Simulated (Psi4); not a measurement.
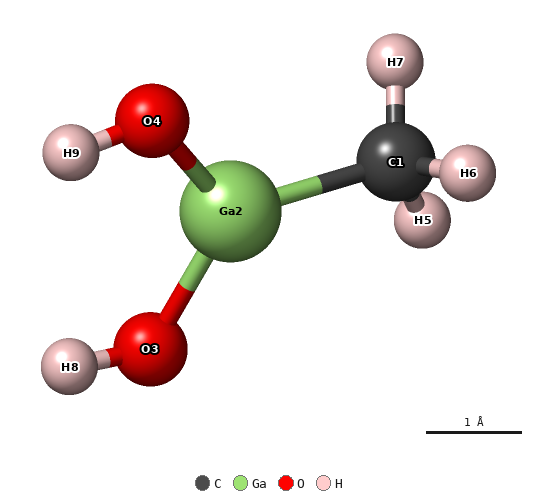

Figure 1. The structure (ball-and-stick view, seen at a tilt; atoms are numbered from 1 in the order of the input). Sticks mark near contacts.

**Energy and gradient calculation of CH₅GaO₂**

- system: CH₅GaO₂, SMILES [CH3][Ga]([OH])[OH]
- method: PBE/def2-SVP, RKS (Psi4 1.11)

The geometry comes from this level: PBE0-D4/def2-TZVP.

**Input file (calc.inp)**
```
memory 1.6 GB

molecule {
  0 1
  C      0.139500     0.740600    -1.385600
  Ga    -0.022300    -0.180400     0.314900
  O      0.237900    -1.947500     0.443200
  O     -0.435700     0.706800     1.814800
  H      0.259800     0.024500    -2.197900
  H      1.005300     1.404900    -1.368100
  H     -0.746600     1.349900    -1.568800
  H      0.141200    -2.314500     1.323600
  H     -0.490700     0.169600     2.607000
  units angstrom
  symmetry c1
}

set globals {
  basis         def2-SVP
  reference     rks
  scf_type      df
  diis_max_vecs 4
}

e = gradient("pbe")
```

Hardware: 1 thread of Intel Xeon @ 2.90GHz (Ice Lake), 16 GiB of memory available, shared host.

Run as:
```bash
psi4 -n 1 calc.inp calc.out
```

**Output**
```
Psi4 1.11 release

gradient() will perform analytic gradient computation.

   => Loading Basis Set <=

    Name: DEF2-SVP
    Role: ORBITAL
    Keyword: BASIS

         ---------------------------------------------------------
                                   SCF
                              RKS Reference
                        1 Threads,   1525 MiB Core
         ---------------------------------------------------------

  ==> Geometry <==

    Molecular point group: c1
    Full point group: C1

    Geometry (in Angstrom), charge = 0, multiplicity = 1:

       Center              X                  Y                   Z               Mass
    ------------   -----------------  -----------------  -----------------  -----------------
         C            0.163717060771     0.933492127436    -1.724547203757    12.000000000000
         GA           0.001917060771     0.012492127436    -0.024047203757    68.925573500000
         O            0.262117060771    -1.754607872564     0.104252796243    15.994914619570
         O           -0.411482939229     0.899692127436     1.475852796243    15.994914619570
         H            0.284017060771     0.217392127436    -2.536847203757     1.007825032230
         H            1.029517060771     1.597792127436    -1.707047203757     1.007825032230
         H           -0.722382939229     1.542792127436    -1.907747203757     1.007825032230
         H            0.165417060771    -2.121607872564     0.984652796243     1.007825032230
         H           -0.466482939229     0.362492127436     2.268052796243     1.007825032230

  Running in c1 symmetry.

  Rotational constants: A =      0.20477  B =      0.17266  C =      0.09534 [cm^-1]
  Rotational constants: A =   6138.71280  B =   5176.36007  C =   2858.10674 [MHz]
  Nuclear repulsion =  287.743780181499119

  Charge       = 0
  Multiplicity = 1
  Electrons    = 58
  Nalpha       = 29
  Nbeta        = 29

  ==> Algorithm <==

  SCF Algorithm Type is DF.
  DIIS enabled.
  MOM disabled.
  Fractional occupation disabled.
  Guess Type is SAD.
  Energy threshold   = 1.00e-08
  Density threshold  = 1.00e-08
  Integral threshold = 1.00e-12

  ==> Primary Basis <==

  Basis Set: DEF2-SVP
    Blend: DEF2-SVP
    Number of shells: 45
    Number of basis functions: 99
    Number of Cartesian functions: 105
    Spherical Harmonics?: true
    Max angular momentum: 2

  ==> DFT Potential <==

   => LibXC <=

    Version 7.1.2

   => Composite Functional: PBE <=

    PBE GGA Exchange-Correlation Functional

    Deriv               =              1
    GGA                 =           TRUE
    Meta                =          FALSE

    Exchange Hybrid     =          FALSE
    MP2 Hybrid          =          FALSE

   => Exchange Functionals <=

    1.0000     XC_GGA_X_PBE

   => Correlation Functionals <=

    1.0000     XC_GGA_C_PBE

   => LibXC Density Thresholds  <==

    XC_GGA_C_PBE:  1.00E-12
    XC_GGA_X_PBE:  1.00E-15

   => Molecular Quadrature <=

    Radial Scheme          =       TREUTLER
    Pruning Scheme         =           NONE
    Nuclear Scheme         =       TREUTLER

    Blocking Scheme        =         OCTREE
    BS radius alpha        =              1
    Pruning alpha          =              1
    Radial Points          =             75
    Spherical Points       =            302
    Total Points           =         195102
    Total Blocks           =           1526
    Max Points             =            256
    Max Functions          =             98
    Weights Tolerance      =       1.00E-15

   => Loading Basis Set <=

    Name: (DEF2-SVP AUX)
    Role: JKFIT
    Keyword: DF_BASIS_SCF

  ==> Integral Setup <==

  DFHelper Memory: AOs need 0.047 GiB; user supplied 0.733 GiB.
  SCF_SUBTYPE=INCORE selected. In-core MEM_DF algorithm will be used.
  Using in-core AOs.

  ==> MemDFJK: Density-Fitted J/K Matrices <==

    J tasked:                   Yes
    K tasked:                    No
    wK tasked:                   No
    Memory [MiB]:               750
    Algorithm:                 Core
    Schwarz Cutoff:           1E-12
    Mask sparsity (%):       1.8570
    Fitting Condition:        1E-10

   => Auxiliary Basis Set <=

  Basis Set: (DEF2-SVP AUX)
    Blend: DEF2-UNIVERSAL-JKFIT
    Number of shells: 165
    Number of basis functions: 585
    Number of Cartesian functions: 746
    Spherical Harmonics?: true
    Max angular momentum: 5

  Cached 100.0% of DFT collocation blocks in 0.384 [GiB].

  Minimum eigenvalue in the overlap matrix is 1.3636288953E-02.
  Reciprocal condition number of the overlap matrix is 2.5647797119E-03.
    Using symmetric orthogonalization.

  ==> Pre-Iterations <==

  SCF Guess: Superposition of Atomic Densities via on-the-fly atomic UHF (no occupation information).

   -------------------------
    Irrep   Nso     Nmo
   -------------------------
     A         99      99
   -------------------------
    Total      99      99
   -------------------------

  ==> Iterations <==

                           Total Energy        Delta E     RMS |[F,P]|

   @DF-RKS iter SAD: -2112.07283512939875   -2.11207e+03   0.00000e+00
   @DF-RKS iter   1: -2113.60246204330997   -1.52963e+00   2.69683e-02 DIIS/ADIIS
   @DF-RKS iter   2: -2063.62145057788075    4.99810e+01   8.51445e-02 DIIS/ADIIS
   @DF-RKS iter   3: -2114.24830913980986   -5.06269e+01   2.55384e-02 DIIS/ADIIS
   @DF-RKS iter   4: -2115.48280508811740   -1.23450e+00   4.70944e-03 DIIS/ADIIS
   @DF-RKS iter   5: -2115.53849449914696   -5.56894e-02   3.11271e-03 DIIS/ADIIS
   @DF-RKS iter   6: -2115.57100140403281   -3.25069e-02   7.48361e-04 DIIS/ADIIS
   @DF-RKS iter   7: -2115.57395174162366   -2.95034e-03   2.21806e-04 DIIS/ADIIS
   @DF-RKS iter   8: -2115.57414384230333   -1.92101e-04   1.29262e-04 DIIS/ADIIS
   @DF-RKS iter   9: -2115.57418281919945   -3.89769e-05   1.05634e-04 DIIS/ADIIS
   @DF-RKS iter  10: -2115.57421743950181   -3.46203e-05   1.60265e-05 DIIS
   @DF-RKS iter  11: -2115.57421657073291    8.68769e-07   2.18002e-05 DIIS
   @DF-RKS iter  12: -2115.57421818034436   -1.60961e-06   5.90135e-06 DIIS
   @DF-RKS iter  13: -2115.57421835926698   -1.78923e-07   1.26826e-06 DIIS
   @DF-RKS iter  14: -2115.57421836023332   -9.66338e-10   1.34950e-06 DIIS
   @DF-RKS iter  15: -2115.57421836329513   -3.06181e-09   9.66474e-07 DIIS
   @DF-RKS iter  16: -2115.57421836686080   -3.56567e-09   2.15503e-07 DIIS
   @DF-RKS iter  17: -2115.57421836698495   -1.24146e-10   9.88795e-08 DIIS
   @DF-RKS iter  18: -2115.57421836697677    8.18545e-12   1.08075e-07 DIIS
   @DF-RKS iter  19: -2115.57421836703088   -5.41149e-11   4.37120e-08 DIIS
   @DF-RKS iter  20: -2115.57421836703725   -6.36646e-12   2.67541e-08 DIIS
   @DF-RKS iter  21: -2115.57421836703497    2.27374e-12   3.28334e-08 DIIS
   @DF-RKS iter  22: -2115.57421836703679   -1.81899e-12   6.57583e-09 DIIS
  Energy and wave function converged.

  ==> Post-Iterations <==

   Electrons on quadrature grid:
      Ntotal   =   58.0000205458 ; deviation = 2.055e-05

    Orbital Energies [Eh]
    ---------------------

    Doubly Occupied:

       1A   -370.886305     2A    -45.304226     3A    -40.162471
       4A    -40.157868     5A    -40.157756     6A    -18.737637
       7A    -18.737363     8A     -9.891289     9A     -5.257521
      10A     -3.592158    11A     -3.582398    12A     -3.580661
      13A     -0.869967    14A     -0.864059    15A     -0.725057
      16A     -0.721808    17A     -0.720874    18A     -0.719766
      19A     -0.708029    20A     -0.612715    21A     -0.438036
      22A     -0.413191    23A     -0.357763    24A     -0.353821
      25A     -0.312862    26A     -0.275510    27A     -0.262489
      28A     -0.249609    29A     -0.238019

    Virtual:

      30A     -0.030973    31A     -0.018797    32A      0.043975
      33A      0.054319    34A      0.085494    35A      0.107847
      36A      0.112622    37A      0.133864    38A      0.157408
      39A      0.186398    40A      0.258113    41A      0.313834
      42A      0.327597    43A      0.351396    44A      0.409551
      45A      0.421378    46A      0.462142    47A      0.523135
      48A      0.541890    49A      0.571839    50A      0.602108
      51A      0.632399    52A      0.636061    53A      0.638597
      54A      0.716566    55A      0.742059    56A      0.812919
      57A      0.942605    58A      0.979220    59A      0.983357
      60A      0.990978    61A      1.046376    62A      1.153628
      63A      1.200085    64A      1.204471    65A      1.345239
      66A      1.355280    67A      1.393227    68A      1.439671
      69A      1.465258    70A      1.584277    71A      1.590037
      72A      1.687269    73A      1.705363    74A      1.757179
      75A      1.852236    76A      1.897224    77A      1.992539
      78A      2.015472    79A      2.051140    80A      2.080779
      81A      2.109534    82A      2.178234    83A      2.182912
      84A      2.299975    85A      2.366318    86A      2.371111
      87A      2.604128    88A      2.614688    89A      2.641521
      90A      2.786806    91A      2.835604    92A      2.839157
      93A      2.851129    94A      2.889859    95A      2.895287
      96A      3.015911    97A      3.078855    98A      3.620155
      99A      3.652567

    Final Occupation by Irrep:
              A
    DOCC [    29 ]
    NA   [    29 ]
    NB   [    29 ]

  @DF-RKS Final Energy: -2115.57421836703679

   => Energetics <=

    Nuclear Repulsion Energy =            287.7437801814991190
    One-Electron Energy =               -3519.2236432253821476
    Two-Electron Energy =                1214.9576267766046840
    DFT Exchange-Correlation Energy =     -99.0519820997581775
    Empirical Dispersion Energy =           0.0000000000000000
    VV10 Nonlocal Energy =                  0.0000000000000000
    Total Energy =                      -2115.5742183670367922

Computation Completed

Properties will be evaluated at   0.000000,   0.000000,   0.000000 [a0]

Properties computed using the SCF density matrix

 Multipole Moments:

 ------------------------------------------------------------------------------------
     Multipole            Electronic (a.u.)      Nuclear  (a.u.)        Total (a.u.)
 ------------------------------------------------------------------------------------

 L = 1.  Multiply by 2.5417464519 to convert [e a0] to [Debye]
 Dipole X            :         -0.2809734            0.2586837           -0.0222897
 Dipole Y            :         -1.5700286            1.4130302           -0.1569984
 Dipole Z            :          2.8600046           -2.5527135            0.3072911
 Magnitude           :                                                    0.3457935

 ------------------------------------------------------------------------------------

	total time  =         11 seconds =       0.18 minutes

         ------------------------------------------------------------
                                   SCF GRAD
         ------------------------------------------------------------

  ==> Geometry <==

    Molecular point group: c1
    Full point group: C1

    Geometry (in Angstrom), charge = 0, multiplicity = 1:

       Center              X                  Y                   Z               Mass
    ------------   -----------------  -----------------  -----------------  -----------------
         C            0.163717060771     0.933492127436    -1.724547203757    12.000000000000
         GA           0.001917060771     0.012492127436    -0.024047203757    68.925573500000
         O            0.262117060771    -1.754607872564     0.104252796243    15.994914619570
         O           -0.411482939229     0.899692127436     1.475852796243    15.994914619570
         H            0.284017060771     0.217392127436    -2.536847203757     1.007825032230
         H            1.029517060771     1.597792127436    -1.707047203757     1.007825032230
         H           -0.722382939229     1.542792127436    -1.907747203757     1.007825032230
         H            0.165417060771    -2.121607872564     0.984652796243     1.007825032230
         H           -0.466482939229     0.362492127436     2.268052796243     1.007825032230

  Nuclear repulsion =  287.743780181499119

  ==> Basis Set <==

  Basis Set: DEF2-SVP
    Blend: DEF2-SVP
    Number of shells: 45
    Number of basis functions: 99
    Number of Cartesian functions: 105
    Spherical Harmonics?: true
    Max angular momentum: 2

  ==> DFJKGrad: Density-Fitted SCF Gradients <==

    Gradient:                    1
    J tasked:                  Yes
    K tasked:                   No
    wK tasked:                  No
    Integrals threads:           1
    Memory [MiB]:             1144
    Schwarz Cutoff:          1E-12
    Fitting Condition:       1E-10

   => Auxiliary Basis Set <=

  Basis Set: (DEF2-SVP AUX)
    Blend: DEF2-UNIVERSAL-JKFIT
    Number of shells: 165
    Number of basis functions: 585
    Number of Cartesian functions: 746
    Spherical Harmonics?: true
    Max angular momentum: 5

  ==> DFT Potential <==

   => LibXC <=

    Version 7.1.2

   => Composite Functional: PBE <=

    PBE GGA Exchange-Correlation Functional

    Deriv               =              1
    GGA                 =           TRUE
    Meta                =          FALSE

    Exchange Hybrid     =          FALSE
    MP2 Hybrid          =          FALSE

   => Exchange Functionals <=

    1.0000     XC_GGA_X_PBE

   => Correlation Functionals <=

    1.0000     XC_GGA_C_PBE

   => LibXC Density Thresholds  <==

    XC_GGA_C_PBE:  1.00E-12
    XC_GGA_X_PBE:  1.00E-15

   => Molecular Quadrature <=

    Radial Scheme          =       TREUTLER
    Pruning Scheme         =           NONE
    Nuclear Scheme         =       TREUTLER

    Blocking Scheme        =         OCTREE
    BS radius alpha        =              1
    Pruning alpha          =              1
    Radial Points          =             75
    Spherical Points       =            302
    Total Points           =         195102
    Total Blocks           =           1526
    Max Points             =            256
    Max Functions          =             98
    Weights Tolerance      =       1.00E-15

  -Total Gradient:
     Atom            X                  Y                   Z
    ------   -----------------  -----------------  -----------------
       1        0.000599369847     0.003102420450    -0.005523324980
       2       -0.000314356561    -0.001797002519     0.002924595705
       3       -0.002983452233     0.003406998007     0.013927761708
       4        0.001339168099    -0.013554623962     0.004995814320
       5       -0.001179181237     0.007430986316     0.008063414262
       6       -0.008786633603    -0.006376981808    -0.000632677365
       7        0.009069726346    -0.005856395123     0.001530874976
       8        0.001535000618     0.005317024166    -0.013589474898
       9        0.000753715667     0.008402480159    -0.011926028157

	total time  =          3 seconds =       0.05 minutes

    Psi4 run time: 0:00:14.34
```

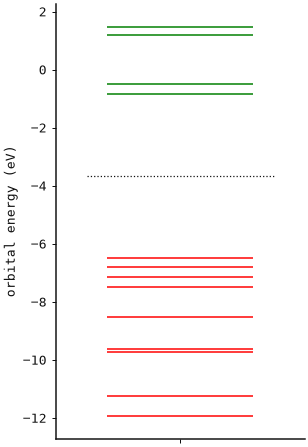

Figure 2. Orbital energies near the frontier; the dotted line parts filled from empty levels, and levels within 0.02 eV of each other stand side by side. Highest filled −6.48 eV, lowest empty −0.84 eV, 5.64 eV apart.

**Results in brief**

```csv
quantity,value
outcome,converged
total energy,−2115.574218 hartree
basis functions,99
largest force,0.755 eV/Å
HOMO,−6.48 eV
LUMO,−0.84 eV
dipole moment,0.88 D
wall time,16 s
peak memory,0.66 GiB
```
